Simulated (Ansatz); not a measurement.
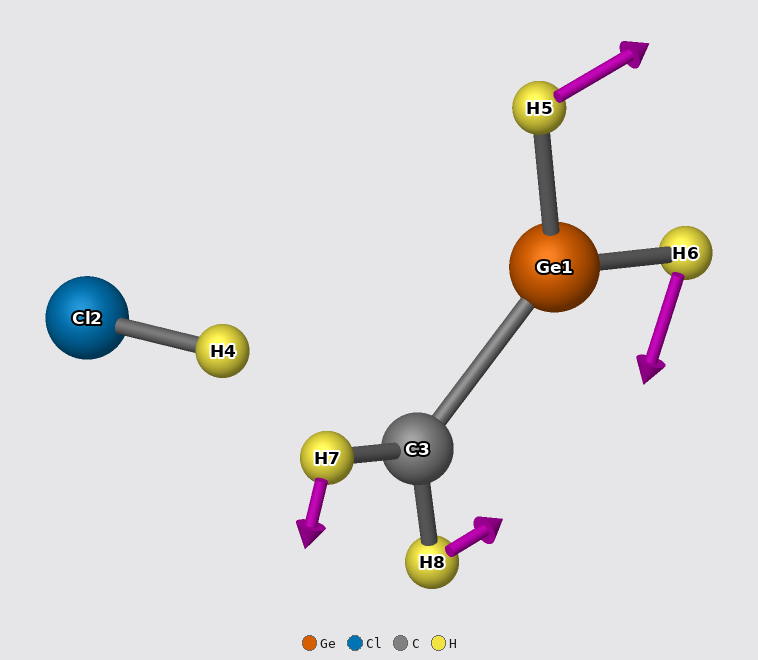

The arrows show one normal mode. Harmonic vibrations computed with RKS PBE0-D4/def2-TZVP (Ansatz 0.2.0) at a stationary point of the same level.

Describe the motion.

Mostly C–Ge–H bending.

At what wavenumber does it lie?

459 cm⁻¹; it is mode 5 of 18 counted from the lowest.
